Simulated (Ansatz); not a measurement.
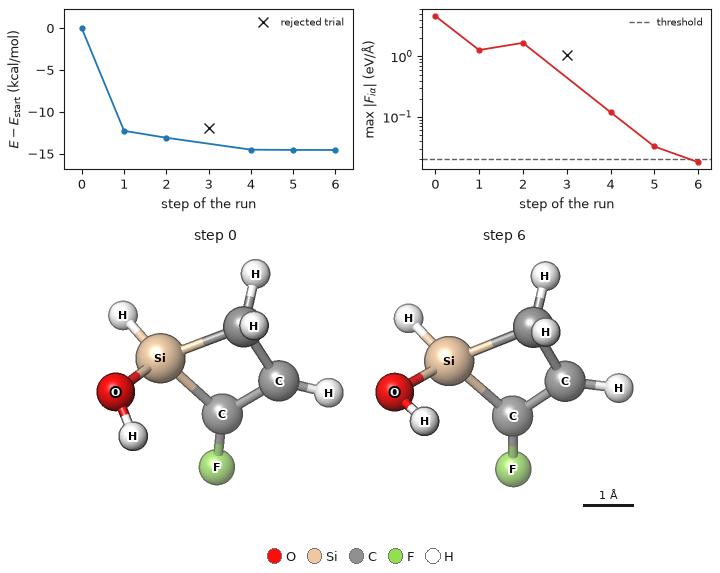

First and last geometry of a relaxation of C₃H₅FOSi, with the history of the run. A ball-and-stick model, seen at a tilt.

The run prepares the start of a later molecular dynamics calculation, from a guessed geometry.

All numbers below come from Ansatz, RKS PBE-D4/STO-3G. Settings: no spin polarisation; force threshold 0.02 eV/Å; at most 40 steps.

### What do the curves and the structures tell?

It converged. The energy falls by 14.5 kcal/mol in 5 accepted moves (6 points after the start). Largest force component: 4.6 eV/Å at the start, 0.018 eV/Å at the end. The line search rejected the trial step at point 3 of the run. An H atom moves most after the best rigid fit: 0.39 Å. By element the largest moves are H 0.39 Å, O 0.23 Å, F 0.19 Å, C 0.11 Å, Si 0.06 Å. Some distances before and after: C–Si 1.857 → 1.912 Å, C–C 1.428 → 1.374 Å, C–H 1.158 → 1.108 Å, C–H 1.058 → 1.105 Å. Among the angles between lasting bonds that change: O–Si–H 114.3° → 104.3°, C–C–H 135.8° → 125.8°, Si–O–H 111.7° → 103.1°. Groups turn about O–Si by about 30°. Cost: 15 s on 1 thread of Arm Neoverse V2, on a shared host, peak memory 0.14 GiB.

| step | E − E(0), kcal/mol | largest force component, eV/Å | note |
| --- | --- | --- | --- |
| 0 | 0.00 | 4.6317 |  |
| 1 | -12.25 | 1.2732 |  |
| 2 | -13.08 | 1.6711 |  |
| 3 | -11.91 | 1.0727 | rejected |
| 4 | -14.50 | 0.1201 |  |
| 5 | -14.53 | 0.0326 |  |
| 6 | -14.54 | 0.0180 |  |

Limits of the set-up: STO-3G is a minimal basis, so the numbers are rough.
